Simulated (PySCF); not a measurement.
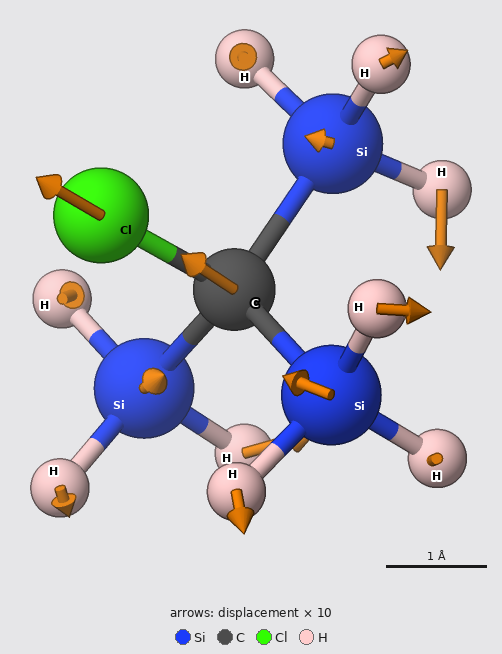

This is a relaxation of CH9ClSi3. The starting structure is drawn; orange arrows show the displacements, magnified 10 times. The two geometries are superimposed by the best rigid fit.

The picture is a ball-and-stick view, seen from a free direction.

The start comes from GFN2-xTB. Its atoms were then displaced at random by about 0.01 Å.

These are results of PBE0-D3(BJ)/def2-SVP geometry optimisation, gas phase (PySCF), not measurements. 

Describe the change and its energy.

Answer. The energy falls by 18.2 kJ/mol in 4 geometry steps. The largest move after the best rigid fit is that of the Cl atom, 0.095 Å. Largest moves by element: Cl 0.095 Å, H 0.083 Å, C 0.081 Å, Si 0.066 Å. Near-neighbour distances that change, for instance: H–Si 1.434 → 1.496 Å, C–Si 1.941 → 1.896 Å, H–Si 1.456 → 1.496 Å, C–Si 1.916 → 1.897 Å. Bond angles that change, for instance: C–Si–H 105.7° → 109.4°, H–Si–H 113.1° → 109.5°, Si–C–Si 115.3° → 112.3°. The run took 33 s on 1 thread of Arm Neoverse V2 (shared host).
